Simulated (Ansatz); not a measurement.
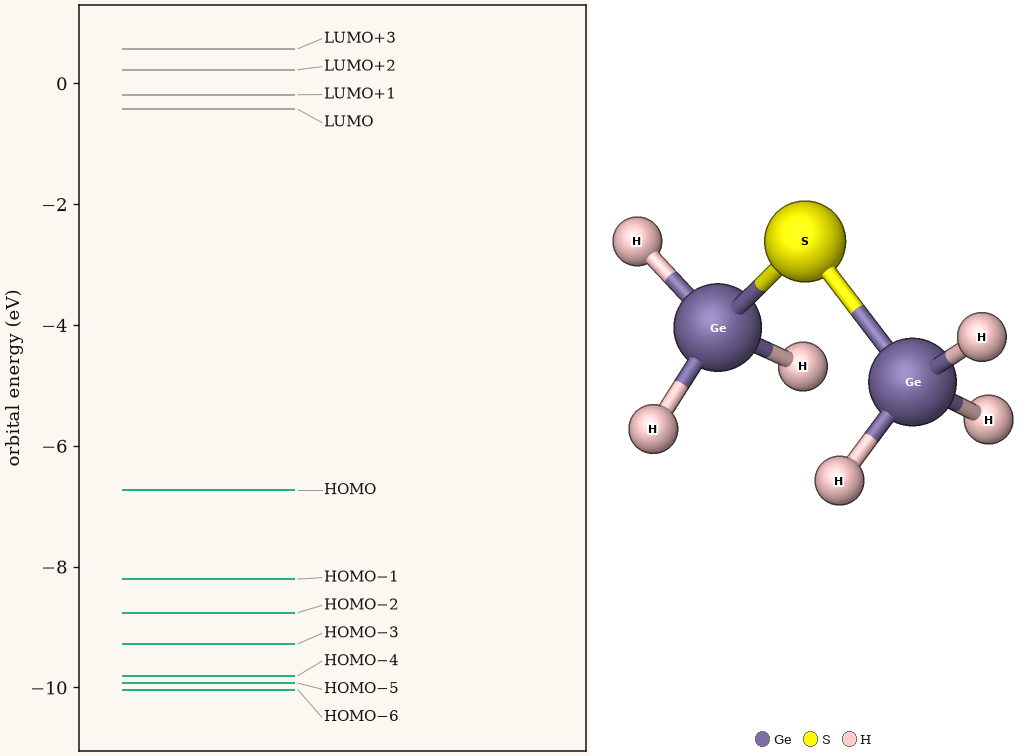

Ge₂H₆S, SMILES [GeH3][S][GeH3], singlet. Kohn-Sham orbital energies near the frontier, r2SCANh/def2-TZVPP in the Ansatz code 0.2.0, at a PBE0-D4/def2-TZVP geometry (a minimum by its frequencies), isolated molecule; empty levels in grey, levels within 0.03 eV side by side.

> Where do the frontier orbitals lie?

HOMO at −6.74 eV, LUMO at −0.43 eV, 6.30 eV apart.

> List the levels.

| orbital | energy (eV) |
| --- | --- |
| LUMO+3 | 0.57 |
| LUMO+2 | 0.23 |
| LUMO+1 | −0.19 |
| LUMO | −0.43 |
| HOMO | −6.74 |
| HOMO−1 | −8.21 |
| HOMO−2 | −8.76 |
| HOMO−3 | −9.28 |
| HOMO−4 | −9.80 |
| HOMO−5 | −9.93 |
| HOMO−6 | −10.04 |

Note: no scalar relativity up to krypton; empty levels above zero depend strongly on the basis.
